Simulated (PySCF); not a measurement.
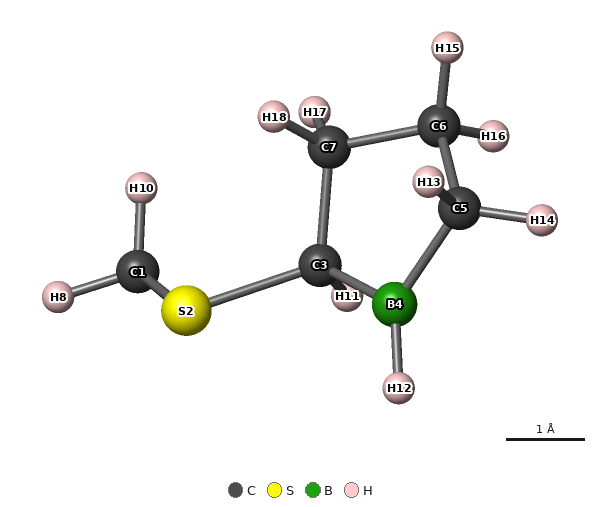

The structure (ball-and-stick view, seen at a tilt; atoms are numbered from 1 in the order of the input).

**C5H11BS: excited-state calculation**

C5H11BS, SMILES CS[C@@H]1BCCC1, computed with TDDFT PBE0/def2-SVPD, vertical, gas phase, core orbitals frozen in the response (PySCF 2.14.0).

The geometry comes from this level: GFN2-xTB.

Input:
```
{"job": {"kind": "uv", "xc": "PBE0", "basis": "def2-SVPD", "nstates": 6, "ntriplets": 2}, "charge": 0, "multiplicity": 1}
C      2.969337     0.488155     0.116623
S      1.652360     0.955853    -1.048501
C      0.320088    -0.175516    -0.490578
B     -0.929630    -0.259936    -1.455808
C     -2.198050    -0.197695    -0.533156
C     -1.664659    -0.394053     0.895855
C     -0.256181     0.202575     0.882224
H      3.838455     1.083681    -0.142369
H      3.197469    -0.568660     0.006032
H      2.659930     0.709887     1.133670
H      0.795836    -1.161649    -0.443841
H     -0.891442    -0.344245    -2.616575
H     -2.619586     0.808963    -0.622861
H     -3.013913    -0.882325    -0.763963
H     -2.295106     0.072384     1.653240
H     -1.606309    -1.462304     1.115631
H      0.348738    -0.159897     1.714335
H     -0.316096     1.291102     0.948398
```

The first line tells a small driver script what to run in PySCF; the rest is the geometry in Å.

Machine: 1 CPU thread, shared host.

Launch command:
```bash
OMP_NUM_THREADS=1 python <driver script> task.json out
```

Output:
```
coarse grid: 14960 points
cycle   1  E = -619.3880447595  dE =  5.897e-01  |g| = 3.792e-01  |ddm| = 6.065e+00
cycle   2  E = -619.3821104626  dE =  5.934e-03  |g| = 4.253e-01  |ddm| = 1.370e+00
cycle   3  E = -619.4300089798  dE = -4.790e-02  |g| = 5.330e-02  |ddm| = 6.431e-01
cycle   4  E = -619.4306341734  dE = -6.252e-04  |g| = 2.467e-02  |ddm| = 1.619e-01
cycle   5  E = -619.4307944217  dE = -1.602e-04  |g| = 6.573e-03  |ddm| = 5.050e-02
cycle   6  E = -619.4308054091  dE = -1.099e-05  |g| = 1.640e-03  |ddm| = 1.445e-02
cycle   7  E = -619.4308061544  dE = -7.453e-07  |g| = 3.241e-04  |ddm| = 4.255e-03
final grid: 138088 points
cycle   8  E = -619.4999414461  dE = -4.616e-05  |g| = 9.738e-03  |ddm| = 1.668e-01
cycle   9  E = -619.4999220238  dE =  1.942e-05  |g| = 1.296e-02  |ddm| = 3.481e-02
cycle  10  E = -619.4999663047  dE = -4.428e-05  |g| = 8.042e-04  |ddm| = 2.038e-02
cycle  11  E = -619.4999664684  dE = -1.636e-07  |g| = 2.668e-04  |ddm| = 2.057e-03
cycle  12  E = -619.4999664863  dE = -1.798e-08  |g| = 6.731e-05  |ddm| = 5.680e-04
cycle  13  E = -619.4999664876  dE = -1.258e-09  |g| = 2.189e-05  |ddm| = 1.963e-04
cycle  14  E = -619.4999664877  dE = -1.335e-10  |g| = 3.739e-06  |ddm| = 5.989e-05
```

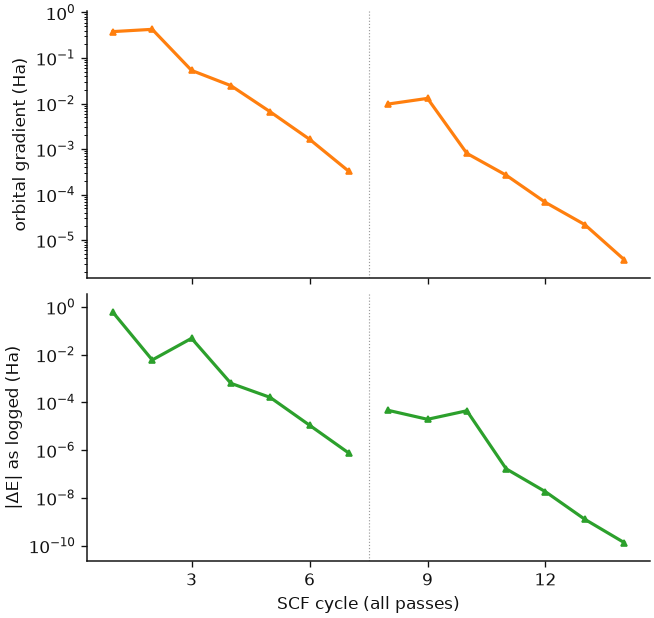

Convergence of the self-consistent field: orbital gradient and size of the energy change against the SCF cycle. The dotted line marks the change from a coarse to the final integration grid. The first 7 cycles use a coarse grid, the final grid takes over at cycle 8, and the field converges after 14 cycles in all.

```
converged SCF energy = -619.4999664877

Static polarisability (au): isotropic 92.341, principal 75.407 88.563 113.055

Singlet excitations
state   eV       nm        f      main configurations
  1   3.7741    328.5   0.00315   H->L 1.00
  2   5.3781    230.5   0.00008   H->L+2 0.71, H->L+1 0.19
  3   5.5658    222.8   0.00236   H-1->L 0.57, H-2->L 0.40
  4   5.7566    215.4   0.00896   H->L+1 0.70, H->L+2 0.25
  5   5.9525    208.3   0.01639   H-3->L 0.41, H-2->L 0.32, H-1->L 0.24
  6   6.1443    201.8   0.02342   H-3->L 0.54, H-2->L 0.25, H-1->L 0.17

Triplet excitations (Tamm-Dancoff, eV): 3.5916 4.9353
```

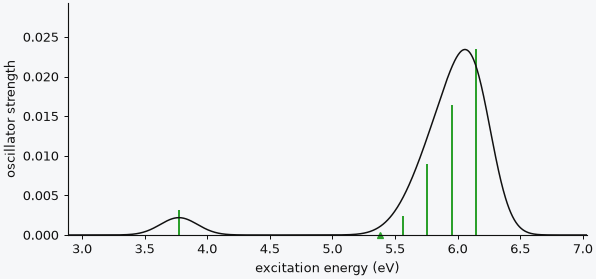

Computed excitations as sticks (degenerate states added up, dark ones marked on the axis), with a Gaussian envelope of 0.35 eV full width at half maximum, scaled to the tallest. Of the 6 states the lowest lies at 3.77 eV (f = 0.003); the strongest line is at 6.14 eV, or 202 nm (f = 0.023).

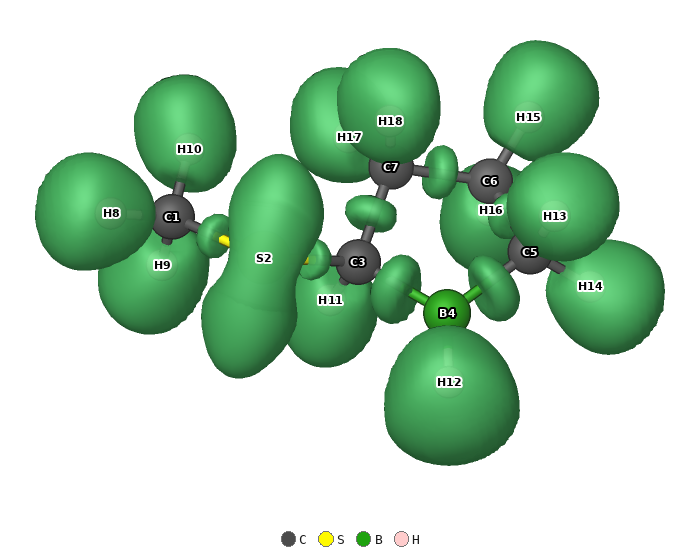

Isosurface of the ELF at 0.85 (green), seen at a tilt. Core shells and regions of very low density are left out. Values along the shortest contacts: C–C (1.53 Å): the ELF peaks at about 0.95 between the atoms, which marks a shared electron pair.

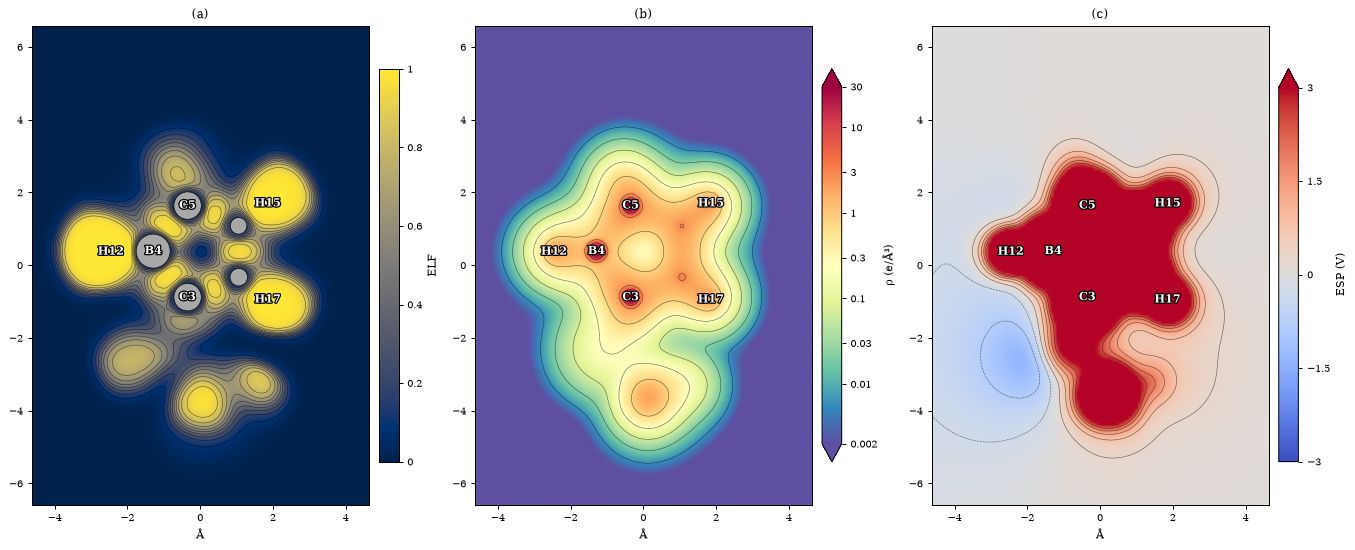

(a) ELF; (b) total electron density; (c) molecular electrostatic potential on the plane of atoms C5, B4 and H12. Grey discs, where drawn, cover atomic cores. The section cuts through C, B and H sites. C–B (1.57 Å): ρ is about 1.4 e/Å³ halfway; the ELF peaks at about 0.95 between the atoms (a covalent bond).

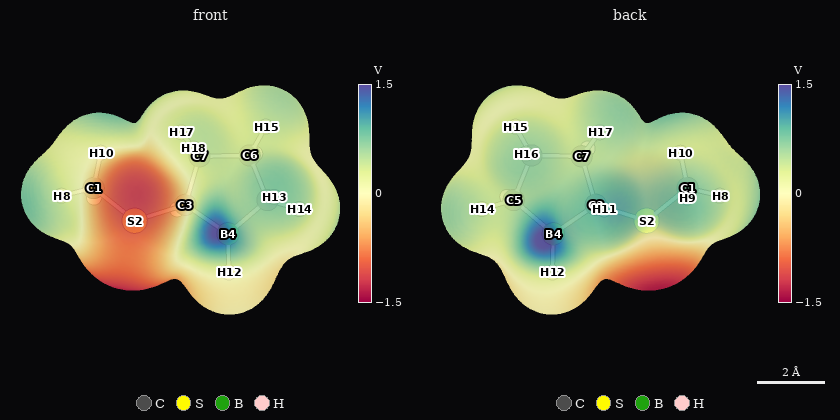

The molecular electrostatic potential painted on the density surface at 0.002 e/bohr³, seen face on and from behind; the colour scale runs from red (negative) to blue (positive).

Results in brief:

| quantity | value |
| --- | --- |
| outcome | converged |
| total energy | −619.499966 hartree |
| HOMO | −6.20 eV |
| LUMO | −1.25 eV |
| dipole moment | 2.03 D |
| mean polarisability | 92.34 a.u. |
| lowest singlet excitation | 3.77 eV |
| wall time | 1.9 min |
| peak memory | 0.97 GiB |
